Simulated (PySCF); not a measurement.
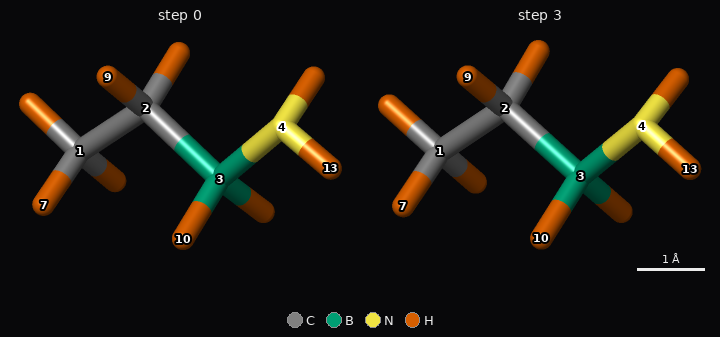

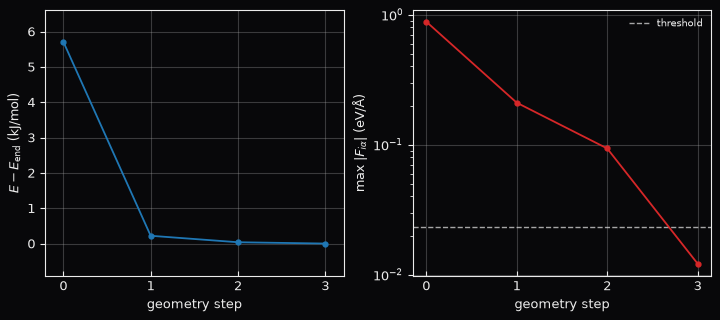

First and last geometry of a relaxation of C$_{2}$H$_{9}$BN (charge −1), with the history of the run. Style: stick. Shown from a free direction.

The start comes from GFN2-xTB.

Level of theory: PBE0-D3(BJ)/def2-SVP geometry optimisation, gas phase in PySCF. 

> Did the run converge, and what did it change?

It converged. The atom that moves furthest after the best rigid fit is an H atom (0.065 Å). By element the largest moves are H 0.065 Å, B 0.040 Å, N 0.020 Å, C 0.008 Å. Some distances before and after: B–H 1.225 → 1.262 Å, B–H 1.250 → 1.279 Å, C–H 1.090 → 1.105 Å, B–C 1.652 → 1.642 Å. Bond angles that change, for instance: N–B–H 111.2° → 114.5°, C–B–H 111.0° → 108.7°, H–N–H 105.2° → 103.2°. After 3 geometry steps the energy has fallen by 5.71 kJ/mol. Largest force component: 0.88 eV/Å at the start, 0.012 eV/Å at the end. The run took about 18 core-seconds on a shared host.

Limits of the set-up: the basis has no diffuse functions, which an anion needs.
